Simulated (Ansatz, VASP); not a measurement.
# CdS (Greenockite): VASP beside Ansatz

Aim: how closely do two programs agree when they are given the same cell, functional and k mesh? Valence electrons are named where the data sets of a main pair hold unlike numbers.

Method: plane waves, with VASP 6.6.1 beside it; band structure at LDA, band structure at LDA, spin-orbit coupling and band structure at r2SCAN, spin-orbit coupling, in Ansatz 0.2.0.

The database entry behind the starting cell differs from later determinations by our own check (about 0.35 % long), so it need not match the best structure at ambient conditions.

## (1) Starting point

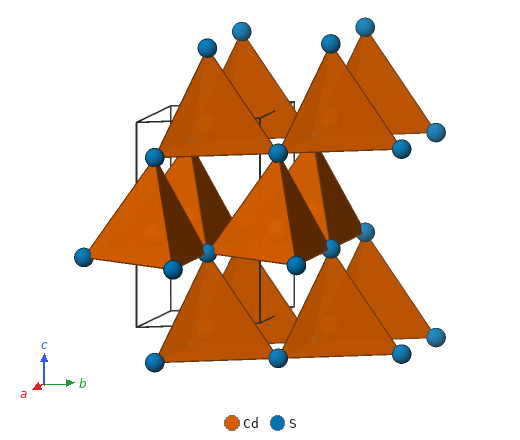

The cell as given, slightly off an axis (cadmium orange, sulfur blue). 2×2×1 cells are drawn. Some periodic images of atoms are drawn too.

## (2) Ansatz: band structure, LDA

Ansatz runs on its default PAW (the set named soft_2) files.

The same path points are solved in both programs, so levels can be compared one by one.

Input file input.yaml:

```yaml
crystal:
  lattice:
    - [4.15, 0.0, 0.0]
    - [-2.075, 3.5940054257, 0.0]
    - [0.0, 0.0, 6.737]
  atoms:
    - { symbol: Cd, position: [0.6666666667, 0.3333333333, 0.5] }
    - { symbol: Cd, position: [0.3333333333, 0.6666666667, 0.0] }
    - { symbol: S, position: [0.6666666667, 0.3333333333, 0.875] }
    - { symbol: S, position: [0.3333333333, 0.6666666667, 0.375] }
hamiltonian:
  xc: lda
  pseudopotentials: { kind: paw }
kpoints:
  mp_grid: { grid: [6, 6, 4] }
  band_path:
    path:
      - [0.0, 0.0, 0.0]
      - [0.16667, 0.0, 0.0]
      - [0.33333, 0.0, 0.0]
      - [0.5, 0.0, 0.0]
      - [0.46296, 0.07407, 0.0]
      - [0.40741, 0.18519, 0.0]
      - [0.35185, 0.2963, 0.0]
      - [0.2963, 0.2963, 0.0]
      - [0.18519, 0.18519, 0.0]
      - [0.07407, 0.07407, 0.0]
      - [0.0, 0.0, 0.0]
      - [0.0, 0.0, 0.16667]
      - [0.0, 0.0, 0.33333]
      - [0.0, 0.0, 0.5]
      - [0.11111, 0.0, 0.5]
      - [0.33333, 0.0, 0.5]
      - [0.5, 0.0, 0.5]
      - [0.46296, 0.07407, 0.5]
      - [0.40741, 0.18519, 0.5]
      - [0.35185, 0.2963, 0.5]
      - [0.2963, 0.2963, 0.5]
      - [0.18519, 0.18519, 0.5]
      - [0.07407, 0.07407, 0.5]
      - [0.5, 0.0, 0.5]
      - [0.5, 0.0, 0.33333]
      - [0.5, 0.0, 0.16667]
      - [0.5, 0.0, 0.0]
      - [0.33333, 0.33333, 0.11111]
      - [0.33333, 0.33333, 0.27778]
      - [0.33333, 0.33333, 0.5]
    npoints: 1
scf:
  occupations: { method: gaussian, width: 0.03 }
  n_extra_bands: 8
output:
  forces: true
  stress: true
  eigenvalues: true
```

Launch:

```console
> ansatz run input.yaml --threads 2 --pin off --max-ram 4608MiB --backend cpu --events-out ev --progress --plain --runs-dir out
```

Numbers of over 12 decimals in the logs are rounded to 6 here.

The log of the run:

```text
scf.n_extra_bands = 8 over 26 filled bands (N_el = 52.0): the run solves 34 bands
Engine: ansatz 0.2.0, aarch64-unknown-linux-gnu
Pseudopotentials: kind: paw
Pseudopotential: Cd, paw, valence charge 20, recommended cutoff 420 eV (normal), Cd.paw.azcp
Pseudopotential: S, paw, valence charge 6, recommended cutoff 420 eV (normal), S.paw.azcp
Functional definition: SPW92
  exchange = slater_x
  correlation = pw_c
Crystal: 4 atoms, lattice volume = 100.483 Å³
Basis set: ecut = 420 eV, 1973 PW (Γ)
Bands: 34, of which v1, the nominal top of the filled ones, is band 26 counted from 1 (25 counted from 0)
Symmetry: 12 space group operations
Space group: P63mc (ITA 186), of the structure as read, at distance tolerance 4.6e-5 Å
k-points: 21 of 144 (time reversal used)
Non-local potential: Cd, projectors of the file, l = 0: 3, l = 1: 2, l = 2: 2, l = 3: 1
Non-local potential: S, projectors of the file, l = 0: 2, l = 1: 2, l = 2: 2
PAW form: soft (Blöchl's): semilocal exchange-correlation on the pseudo side does not see the compensation charge
PAW frozen core: Cd, regenerated for the run's functional, and the local potential with it (the file was generated under x = pbe(κ = 0.804, μ = 0.219515), c = pbe(β = 0.066725))
PAW frozen core: S, regenerated for the run's functional, and the local potential with it (the file was generated under x = pbe(κ = 0.804, μ = 0.219515), c = pbe(β = 0.066725))
PAW one-centre angular grid: Cd, 590 points (default); XC on 64 Gauss nodes
PAW one-centre angular grid: S, 110 points (default); XC on 64 Gauss nodes
Initial density: superposition of atomic densities (neutral atoms: chi_scale 0, normalization atom), corrected by the library's trained network
Initial wavefunctions: pseudopotential atomic-orbital guess
Functional: x = slater, c = lda
SCF iter   1: F=—  HF=-17977.260341 eV  |F-HF|=—  |Δ(HF+E_count)|=         —  Δρ=8.27e-3  dr2=6.82e-2  ethr=1.77e-3  ⟨swp⟩=6.2  Hψ=2925  notcnv=0  defer=6
preconditioner: auto → Resta (q_TF=auto, 2.445 Å⁻¹)  ε∞=4.4  [insulator: Δε(μ)=0.812 eV  Ē_g=12.084 eV  σ=0.030 eV  W_gap=1.00  n_scr=22 (ndim 8)  ℏωp=22.2 eV  f_vac=0.131  D(μ)=0.00/eV (n_scr^D=0)  ε∞_Penn≈4.4]
SCF iter   2: F=—  HF=-17977.241853 eV  |F-HF|=—  |Δ(HF+E_count)|=   1.85e-2  Δρ=3.37e-3  dr2=1.21e-2  ethr=1.31e-4  ⟨swp⟩=3.0  Hψ=1342  notcnv=0  defer=65
SCF iter   3: F=—  HF=-17977.238297 eV  |F-HF|=—  |Δ(HF+E_count)|=   3.56e-3  Δρ=9.47e-4  dr2=7.78e-4  ethr=2.33e-5  ⟨swp⟩=2.0  Hψ=762  notcnv=0  defer=65
SCF iter   4: F=—  HF=-17977.238161 eV  |F-HF|=—  |Δ(HF+E_count)|=   1.36e-4  Δρ=2.65e-4  dr2=9.04e-5  ethr=1.50e-6  ⟨swp⟩=2.6  Hψ=1067  notcnv=0  defer=65
SCF iter   5: F=—  HF=-17977.238182 eV  |F-HF|=—  |Δ(HF+E_count)|=   2.07e-5  Δρ=7.41e-5  dr2=6.90e-6  ethr=1.74e-7  ⟨swp⟩=2.8  Hψ=1138  notcnv=0  defer=65
SCF iter   6: F=—  HF=-17977.238186 eV  |F-HF|=—  |Δ(HF+E_count)|=   3.96e-6  Δρ=1.21e-5  dr2=2.41e-7  ethr=1.33e-8  ⟨swp⟩=2.0  Hψ=724  notcnv=0  defer=65
SCF iter   7: F=-17977.238186 eV  HF=-17977.238186 eV  |F-HF|=3.49e-9  |Δ(HF+E_count)|=   1.62e-7  Δρ=3.02e-6  dr2=1.01e-8  ethr=1.92e-10  ⟨swp⟩=8.6  Hψ=2821  notcnv=0
SCF 1 converged in 7 iterations: F = -17977.238186 eV  dr2 = 1.01e-8
  greatest PAW one-centre occupation: 1.000 electrons in one spin orbital (limit 2), on the Cd atom at site 1 (counted from 0), in its partial waves of l = 0
NSCF: frozen V_eff on 30 k-points
SCF converged after 7 iterations
Free energy (F): -17977.238186 eV
Harris-Foulkes:  -17977.238186 eV  (|F-HF|=3.49e-9)
Internal energy: -17977.238186 eV  (E = F + TS)
E sigma→0 (E₀):  -17977.238186 eV
Fermi energy:    6.906649 eV
--- Per-component energies (eV) ---
  E_band       = -1034.797016
  E_kinetic    = 1222.978613
  E_local      = -8083.220275  (includes V_loc(G=0)·N_el)
  E_nonlocal   = 140.962815
  E_hartree    = 3697.755095
  E_xc         = -542.384418
  E_vxc        = -616.758934  (∫ρ·V_xc dr)
  E_paw        = -9032.777349  (= ΣΔE_a)
  E_vpaw       = -1094.267184  (= ΣTr[D̂ρ^β])
  E_aug_tail   = 0.000026  (compensation charges beyond the density's cutoff)
  E_ewald      = -5382.392226
  E_core_change = 1.839533  (= ΣΔE_core)
  E_smearing   = -0.000000  (= −TS)
  E_closure    = -0.000000  (closes the sum)
  Σ components = -17977.238186   (vs F -17977.238186, Δ=0.00e0)
--- Forces (eV/Å), atoms counted from 1 ---
  atom   1  Cd     0.00000000    -0.00000000    -0.06058531
  atom   2  Cd    -0.00000000     0.00000000    -0.06058531
  atom   3  S      0.00000000    -0.00000000     0.06059097
  atom   4  S      0.00000000     0.00000000     0.06059097
  max |Σ_I F_I| component: 1.13e-5 eV/Å
--- Stress (GPa, compression-positive) ---
       -3.303948       0.000000      -0.000000
       -0.000000      -3.303948      -0.000000
       -0.000000      -0.000000      -2.742089
  P = ⅓ Tr σ = -3.1167 GPa (-31.167 kbar)
--- Band table (eV; the first three rows and the last of 21) ---
  k-point 0: bands = [... 22 lower, 5.6779, 6.4042, 6.4512, 6.4512, 7.3614, 8.9905, 12.7178, 12.7178, ... 4 higher]
  k-point 1: bands = [... 22 lower, 5.7843, 5.7843, 6.3304, 6.3304, 8.3072, 9.0644, 12.5455, 12.7921, ... 4 higher]
  k-point 2: bands = [... 22 lower, 6.0501, 6.0501, 6.0501, 6.0501, 9.0530, 9.0530, 12.4016, 12.4016, ... 4 higher]
  k-point 20: bands = [... 22 lower, 4.0051, 4.0051, 5.3246, 5.3246, 10.6231, 10.6231, 12.3138, 12.3138, ... 4 higher]
```

It took 5.5 s on 2 threads of Arm Neoverse V1, shared host; peak memory 0.34 GiB; 11 s of CPU time.

## (3) VASP: band structure, LDA

The same cell, functional (in two slightly different forms), mesh and smearing now go to VASP, with its own data sets.

Lines of VASP's logs that name or quote its potential files are left out, and so is its time.

Input file INCAR:

```
SYSTEM = CdS
PREC = Accurate
ENCUT = 350
EDIFF = 1E-06
NELM = 100
ISMEAR = 0
SIGMA = 0.03
LREAL = .FALSE.
ALGO = Normal
GGA = CA
NBANDS = 32
LORBIT = 11
LWAVE = .FALSE.
LCHARG = .FALSE.
KPAR = 4
```

Input file POSCAR:

```
CdS
1.0
    4.1500000000      0.0000000000      0.0000000000
   -2.0750000000      3.5940054257      0.0000000000
    0.0000000000      0.0000000000      6.7370000000
Cd S
2 2
Direct
    0.6666666667      0.3333333333      0.5000000000
    0.3333333333      0.6666666667      0.0000000000
    0.6666666667      0.3333333333      0.8750000000
    0.3333333333      0.6666666667      0.3750000000
```

Input file KPOINTS:

```
Automatic mesh
0
Gamma
6 6 4
0 0 0
```

Input file KPOINTS_OPT:

```
Line mode
10
Line-mode
Reciprocal
  0.00000000   0.00000000   0.00000000 GAMMA
  0.50000000   0.00000000   0.00000000 M

  0.50000000   0.00000000   0.00000000 M
  0.33333333   0.33333333   0.00000000 K

  0.33333333   0.33333333   0.00000000 K
  0.00000000   0.00000000   0.00000000 GAMMA

  0.00000000   0.00000000   0.00000000 GAMMA
  0.00000000   0.00000000   0.50000000 A

  0.00000000   0.00000000   0.50000000 A
  0.50000000   0.00000000   0.50000000 L

  0.50000000   0.00000000   0.50000000 L
  0.33333333   0.33333333   0.50000000 H

  0.33333333   0.33333333   0.50000000 H
  0.00000000   0.00000000   0.50000000 A

  0.50000000   0.00000000   0.50000000 L
  0.50000000   0.00000000   0.00000000 M

  0.33333333   0.33333333   0.00000000 K
  0.33333333   0.33333333   0.50000000 H
```

PAW data sets: Cd and S (LDA family, release 64).

Launch:

```console
> mpirun -np 4 vasp_std
```

The log of the run:

```text
[banner, memory and clock lines left out]
running    4 mpi-ranks, on    1 nodes
 distrk:  each k-point on    1 cores,    4 groups
 distr:  one band on    1 cores,    1 groups

 POSCAR found type information on POSCAR CdS
 POSCAR found :  2 types and       4 ions
 LDA part: xc-table for (Slater(with rela. corr.)+CA(PZ))
 , standard interpolation
 POSCAR, INCAR and KPOINTS ok, starting setup
 FFT: planning ... GRIDC
 FFT: planning ... GRID_SOFT
 FFT: planning ... GRID
 WAVECAR not read
 entering main loop
       N       E                     dE             d eps       ncg     rms          rms(c)
DAV:   1     0.198540330365E+03    0.19854E+03   -0.13660E+04  1360   0.755E+02
DAV:   2    -0.605239705437E+01   -0.20459E+03   -0.19565E+03  1568   0.240E+02
DAV:   3    -0.157316050161E+02   -0.96792E+01   -0.96314E+01  1632   0.540E+01
DAV:   4    -0.158053563132E+02   -0.73751E-01   -0.73739E-01  1520   0.460E+00
DAV:   5    -0.158064148140E+02   -0.10585E-02   -0.10585E-02  1648   0.521E-01    0.113E+01
DAV:   6    -0.148277925434E+02    0.97862E+00   -0.12867E+00  1872   0.113E+01    0.893E+00
DAV:   7    -0.147835104088E+02    0.44282E-01   -0.47754E-01  1640   0.331E+00    0.357E+00
DAV:   8    -0.147723049427E+02    0.11205E-01   -0.56521E-02  1520   0.194E+00    0.414E-01
DAV:   9    -0.147712021951E+02    0.11027E-02   -0.74157E-03  1592   0.951E-01    0.959E-02
DAV:  10    -0.147711022063E+02    0.99989E-04   -0.52850E-04  1536   0.230E-01    0.776E-02
DAV:  11    -0.147711476173E+02   -0.45411E-04   -0.22541E-04  1584   0.951E-02    0.281E-02
DAV:  12    -0.147711218061E+02    0.25811E-04   -0.71987E-05  1592   0.791E-02    0.141E-02
DAV:  13    -0.147711233405E+02   -0.15344E-05   -0.14109E-05  1568   0.152E-02    0.140E-02
DAV:  14    -0.147711228291E+02    0.51132E-06   -0.73183E-07   816   0.499E-03
   1 F= -.14771123E+02 E0= -.14771123E+02  d E =-.373182E-21
 Start KPOINTS_OPT (optional k-point list driver)
k-point batch [1-21\90]
       N       E                     dE             ncg
DAV:   1     0.509090298589E+03   -0.13646E+05     1368
DAV:   2    -0.365025404982E+04   -0.41593E+04     1552
DAV:   3    -0.383746070500E+04   -0.18721E+03     1624
DAV:   4    -0.383883932928E+04   -0.13786E+01     1504
DAV:   5    -0.383885835741E+04   -0.19028E-01     1688
DAV:   6    -0.383885871007E+04   -0.35266E-03     1528
DAV:   7    -0.383885871801E+04   -0.79376E-05     1704
DAV:   8    -0.383885871818E+04   -0.17125E-06     1096
[...]
k-point batch [85-90\90]
       N       E                     dE             ncg
DAV:   1     0.130640606900E+05   -0.57370E+04      384
DAV:   2     0.119128969007E+05   -0.11512E+04      432
DAV:   3     0.118640004229E+05   -0.48896E+02      464
DAV:   4     0.118636661270E+05   -0.33430E+00      456
DAV:   5     0.118636616338E+05   -0.44932E-02      472
DAV:   6     0.118636615513E+05   -0.82460E-04      440
DAV:   7     0.118636615496E+05   -0.17239E-05      464
DAV:   8     0.118636615496E+05   -0.32747E-07      376
```

OUTCAR, selected parts (step 3):

```text
ion  position               nearest neighbor table
   1  0.667  0.333  0.500-   3 2.53   4 2.54   4 2.54   4 2.54
   2  0.333  0.667  0.000-   4 2.53   3 2.54   3 2.54   3 2.54
   3  0.667  0.333  0.875-   1 2.53   2 2.54   2 2.54   2 2.54
   4  0.333  0.667  0.375-   2 2.53   1 2.54   1 2.54   1 2.54

  LATTYP: Found a hexagonal cell.
 ALAT       =     4.1500000000
 C/A-ratio  =     1.6233734940

 Subroutine GETGRP returns: Found 12 space group operations
 (whereof  6 operations were pure point group operations)

The static configuration has the point symmetry C_3v.
 The point group associated with its full space group is C_6v.

 Found     21 irreducible k-points:

   k-points           NKPTS =     21   k-points in BZ     NKDIM =     21   number of bands    NBANDS=     32

   dimension x,y,z NGX =    28 NGY =   28 NGZ =   42
   dimension x,y,z NGXF=    56 NGYF=   56 NGZF=   84

   ENCUT  =  350.0 eV  25.72 Ry    5.07 a.u.   6.33  6.33 10.28*2*pi/ulx,y,z

   NELECT =      36.0000    total number of electrons

 k-points in reciprocal lattice and weights: Automatic mesh
   0.00000000  0.00000000  0.00000000       0.007
   0.16666667 -0.00000000  0.00000000       0.042
   0.33333333  0.00000000  0.00000000       0.042
   0.50000000 -0.00000000  0.00000000       0.021
   0.16666667  0.16666667  0.00000000       0.042
   0.33333333  0.16666667  0.00000000       0.083
   0.33333333  0.33333333  0.00000000       0.014
   0.00000000  0.00000000  0.25000000       0.014
   0.16666667 -0.00000000  0.25000000       0.083
[...]
0.33333333  0.16666667  0.50000000       0.083
   0.33333333  0.33333333  0.50000000       0.014

 average (electrostatic) potential at core
       1 -40.1826       2 -40.1826       3 -89.9179       4 -89.9179

 E-fermi :   1.2130

 k-point     1 :       0.0000    0.0000    0.0000
  band No.  band energies     occupation
    ...
     14       0.2446      2.00000
     15       0.2446      2.00000
     16       0.9747      2.00000
     17       1.0210      2.00000
     18       1.0210      2.00000
     19       1.9542      0.00000
     20       3.5774      0.00000
     21       7.3013      0.00000
     22       7.3013      0.00000
     23       7.6415      0.00000
    ...

 k-point     2 :       0.1667   -0.0000    0.0000
  band No.  band energies     occupation
    ...
     14      -0.7486      2.00000
     15      -0.2391      2.00000
     16      -0.0742      2.00000
     17       0.7675      2.00000
     18       0.8345      2.00000
     19       3.1570      0.00000
     20       4.4629      0.00000
     21       6.5661      0.00000
     22       7.6505      0.00000
     23       7.6639      0.00000
    ...

 k-point     3 :       0.3333    0.0000    0.0000
  band No.  band energies     occupation
    ...
     14      -1.9929      2.00000
     15      -1.5584      2.00000
     16      -0.6243      2.00000
     17       0.1738      2.00000
     18       0.4596      2.00000
     19       4.2395      0.00000
     20       4.8062      0.00000
     21       6.1858      0.00000
     22       7.0269      0.00000
     23       7.9115      0.00000
    ...

  Total       -2.0424687     -2.0424687     -1.6725653      0.0000000      0.0000000      0.0000000
  in kB      -32.5666142    -32.5666142    -26.6686045      0.0000000      0.0000000      0.0000000
  external PRESSURE =     -30.6006110 kB  Pullay stress =       0.0000000 kB

  energy-cutoff  :      350.00
  volume of cell :      100.48
      direct lattice vectors                 reciprocal lattice vectors
     4.150000000  0.000000000  0.000000000     0.240963855  0.139120547  0.000000000
    -2.075000000  3.594005426  0.000000000     0.000000000  0.278241094  0.000000000
     0.000000000  0.000000000  6.737000000     0.000000000  0.000000000  0.148434021

 POSITION                                       TOTAL-FORCE (eV/Angst)
 -----------------------------------------------------------------------------------
      2.07500      1.19800      3.36850         0.000000      0.000000     -0.062665
     -0.00000      2.39600      0.00000        -0.000000      0.000000     -0.062665
      2.07500      1.19800      5.89487        -0.000000      0.000000      0.062665
     -0.00000      2.39600      2.52637         0.000000     -0.000000      0.062665
 -----------------------------------------------------------------------------------
    total drift:                               -0.000000      0.000000     -0.000677

  FREE ENERGIE OF THE ION-ELECTRON SYSTEM (eV)
  ---------------------------------------------------
  free  energy   TOTEN  =       -14.7711228291 eV

  energy  without entropy=      -14.7711228291  energy(sigma->0) =      -14.77112283

 total charge
# of ion       s       p       d       tot
------------------------------------------
    1        0.438   0.326   9.536  10.301
    2        0.438   0.326   9.536  10.301
    3        1.324   2.369   0.000   3.692
    4        1.324   2.369   0.000   3.692
--------------------------------------------------
tot          3.524   5.389  19.073  27.986

[... 3 further parts left out ...]
```

The run ends at a pressure of -3.06 GPa, with forces up to 0.063 eV/Å.

## (4) Comparison

Known differences besides the potentials themselves: the two LDA forms differ slightly; the data sets hold 52 valence electrons in Ansatz (on its default PAW (the set named soft_2) files) and 36 in VASP; the cutoff is 420 eV in Ansatz and 350 eV in VASP; VASP's log shows a relativistic correction to its local exchange, Ansatz's none. Total energies have different zeros and are not compared.

Compared:

```csv
quantity,Ansatz,VASP,difference
pressure (GPa),-3.12,-3.06,-0.06
gap over the path points (eV),0.910,0.933,-0.023
```

Forces (eV/Å; atoms numbered as in POSCAR):

```csv
atom,"Ansatz x, y, z","VASP x, y, z"
Cd1,"0.000, 0.000, -0.061","0.000, 0.000, -0.063"
Cd2,"0.000, 0.000, -0.061","0.000, 0.000, -0.063"
S3,"0.000, 0.000, 0.061","0.000, 0.000, 0.063"
S4,"0.000, 0.000, 0.061","0.000, 0.000, 0.063"
```

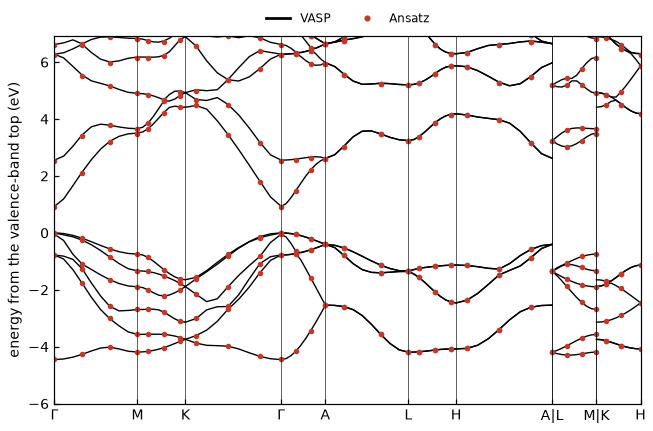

Bands from VASP (lines) and levels from Ansatz (dots). Dots without a line are higher empty bands that the VASP plot leaves out.

Levels at points of the path, from each program's valence-band top (eV; 4 filled, then empty):

```csv
k (reciprocal lattice),Ansatz,VASP
0.000 0.000 0.000,-0.77 -0.05 0.00 0.00 0.91 2.54 6.27,-0.78 -0.05 0.00 0.00 0.93 2.56 6.28
0.167 0.000 0.000,-1.26 -1.09 -0.25 -0.19 2.12 3.42 5.53,-1.26 -1.09 -0.25 -0.19 2.14 3.44 5.54
0.333 0.000 0.000,-2.57 -1.64 -0.84 -0.56 3.20 3.77 5.15,-2.58 -1.65 -0.85 -0.56 3.22 3.79 5.17
0.500 0.000 0.000,-2.69 -1.89 -1.33 -0.74 3.48 3.65 4.90,-2.69 -1.89 -1.33 -0.74 3.51 3.66 4.90
0.463 0.074 0.000,-2.67 -1.99 -1.35 -0.86 3.64 3.86 4.86,-2.68 -2.00 -1.36 -0.86 3.66 3.87 4.86
0.407 0.185 0.000,-2.78 -2.21 -1.50 -1.29 4.21 4.62 4.68,-2.79 -2.22 -1.51 -1.29 4.24 4.65 4.68
0.352 0.296 0.000,-3.09 -2.00 -1.76 -1.61 4.43 4.79 4.96,-3.11 -2.00 -1.77 -1.62 4.43 4.83 4.99
0.296 0.296 0.000,-3.00 -2.14 -1.61 -1.56 4.48 4.66 5.00,-3.01 -2.15 -1.62 -1.56 4.48 4.69 5.03
0.185 0.185 0.000,-2.58 -1.89 -0.81 -0.76 3.44 4.49 5.37,-2.59 -1.90 -0.81 -0.76 3.46 4.52 5.38
0.074 0.074 0.000,-1.08 -0.83 -0.17 -0.13 1.79 3.16 5.76,-1.08 -0.83 -0.17 -0.13 1.81 3.18 5.77
```

The forces differ by 1.2 meV/Å r.m.s., which is 3.3 % of the r.m.s. force of 0.036 eV/Å (both taken over all components). Among the levels compared at these points, filled levels agree within 13 meV and empty ones within 34 meV. Ansatz's pressure holds a Pulay correction of 0.02 GPa; VASP's holds none.

(Continued in part 2 of 3.)

[Lines on the potential files, build, host, timing and source positions are cut from VASP's logs without a mark.]

[Logs are printed without paths, hosts, clocks, repeated set-up lines and the standing remarks that a program may print on its own settings, such as how far it seeks lower states.]

[Hosts, paths, dates, database ids (printed as entryN), source tags and the programs' standing remarks are cut or masked in the printed files.]
